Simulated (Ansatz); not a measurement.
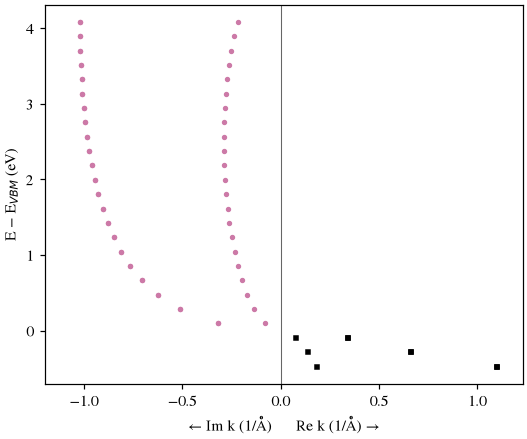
Fig. 1. Complex bands at the centre of the two-dimensional zone; r2SCAN in Ansatz (an electronic-structure program)

The gap is the functional's own. No spin-orbit coupling. Mid-gap values are those at the computed energy nearest the middle.

Task: This is AlN (F-43m, zinc blende, 2 atoms a cell, 10.4 Å³ an atom) along the normal of (111). Read off the slowest decay at the centre of the two-dimensional zone at 2.00 eV, the computed energy nearest the middle of the gap.

Result: κ ≈ 0.28 1/Å, a decay length 1/(2κ) of the density of 1.8 Å.
